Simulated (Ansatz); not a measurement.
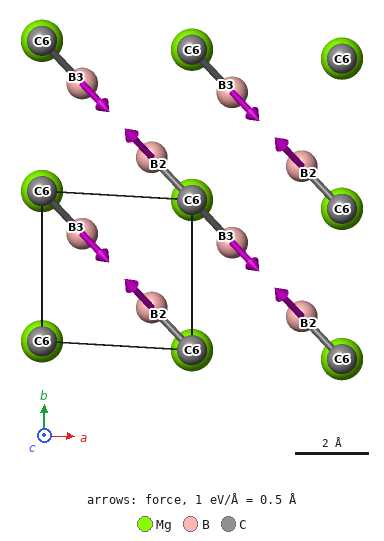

Starting geometry of crystalline MgB$_{4}$C (a generated structure, set up in Cmmm) (coarse preliminary run) with the computed forces as purple arrows. Style: ball-and-stick. Shown: the cell of the calculation, repeated 2 × 2 × 1 with one cell outlined, along the c axis.

These are results of DFT PBE, scalar-relativistic, plane waves, PAW (Ansatz 0.2.0), not measurements.

Input file:
```yaml
crystal:
  lattice:
    - [2.85546614, -3.02966506, 0.0]
    - [2.85546614, 3.02966506, 0.0]
    - [0.0, 0.0, 3.38189941]
  atoms:
    - { symbol: Mg, position: [0.0, 0.0, 0.5] }
    - { symbol: B, position: [0.73176285, 0.26823715, 0.76275083] }
    - { symbol: B, position: [0.26823715, 0.73176285, 0.76275083] }
    - { symbol: B, position: [0.73176285, 0.26823715, 0.23724917] }
    - { symbol: B, position: [0.26823715, 0.73176285, 0.23724917] }
    - { symbol: C, position: [0.0, 0.0, 0.0] }
basis:
  ecutwfc: 420
kpoints:
  mp_grid: { grid: [4, 4, 6] }
hamiltonian:
  xc: pbe
scf:
  occupations: { method: gaussian, width: 0.1 }
  lower_state_search: "off"
output:
  forces: true
  stress: true
  eigenvalues: true
relax:
  adjacent_minimum: "off"
  f_tol: 0.04
  max_steps: 70
  cell: { stress_tol: 0.4 }
```

Run as
```bash
ansatz run input.yaml --threads 1 --pin off --max-ram 2048MiB --backend cpu --events-out ev --progress --plain --runs-dir out
```

What follows when this structure is relaxed?

It isn't relaxed: the largest force vector, on B atoms, is 2.69 eV/Å. Measured relative to the changing cell, the final displacements run against the starting forces (cosine between the two patterns −0.77). The largest moves relative to the cell, 0.50 Å, are those of B2, B3, B4 and B5. B4 goes along [1 −1 0]. C and Mg stay in place. Cell: a = b 4.163 → 5.188 Å (+24.6 %), c 3.382 → 3.622 Å (+7.1 %), γ 93.4° → 113.0°. Volume +53.3 %. Some distances before and after: Mg1–B2 1.852 → 2.074 Å, B2–B4 1.777 → 1.978 Å, B2–C6 1.813 → 2.000 Å, Mg1–C6 1.691 → 1.811 Å. Among the angles between lasting bonds that change: B2–C6–B3 127.5° → 131.5°, B2–B4–C6 63.7° → 65.7°, B2–B4–C6 116.3° → 114.3°. The space group stays Cmmm (No. 65). The energy falls by 356 meV per atom in 14 accepted moves (17 points after the start). Largest force component: 2.2 eV/Å at the start, 0.0034 eV/Å at the end. The pressure goes from 42.27 to 0.06 GPa. The SCF was repeated 3 times at an unchanged geometry on a basis and grid sized afresh for the cell, which shifted the energy by 14.4 meV per atom at most. The run took 25 s on 1 thread of Intel(R) Xeon(R) 6975P-C (Granite Rapids) (shared host), peak memory 0.39 GiB.

Limits of the set-up: the k-point mesh is coarse for a cell with partly filled bands.
